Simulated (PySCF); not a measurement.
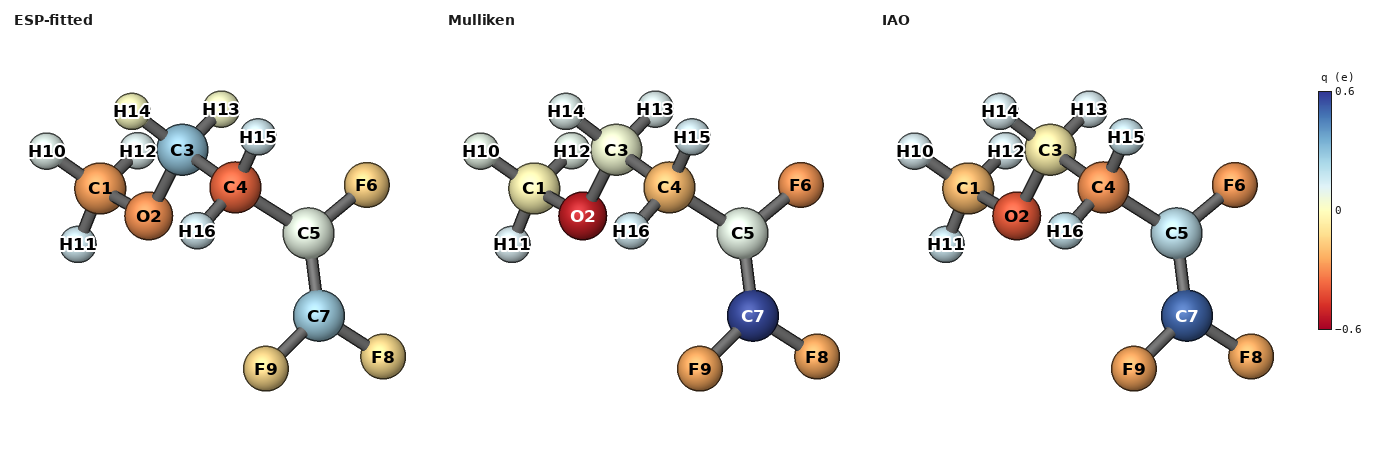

Atomic charges of one calculation by 3 schemes, on one colour scale. The geometry was computed by an optimisation with GFN2-xTB. No frequency run is at hand to confirm it as a minimum. Level of theory: PBE0/pcSseg-1 (PySCF 2.14.0).

Question: On which atom do the schemes disagree most?

Answer: On C3 (from −0.04 to 0.28 e).

List the charges (e), one line for each set of equivalent atoms.

```csv
atom,ESP-fitted,Mulliken,IAO
C1,−0.26,−0.03,−0.20
O2,−0.28,−0.52,−0.39
C3,0.28,0.04,−0.04
C4,−0.36,−0.20,−0.28
C5,0.08,0.08,0.19
F6,−0.15,−0.28,−0.27
C7,0.26,0.56,0.50
F8,−0.12,−0.24,−0.24
F9,−0.13,−0.24,−0.24
H10,0.10,0.09,0.12
H11,0.15,0.13,0.16
H12,0.11,0.09,0.12
H13,0.02,0.11,0.12
H14,0.01,0.11,0.12
H15,0.15,0.15,0.16
H16,0.14,0.15,0.17
```
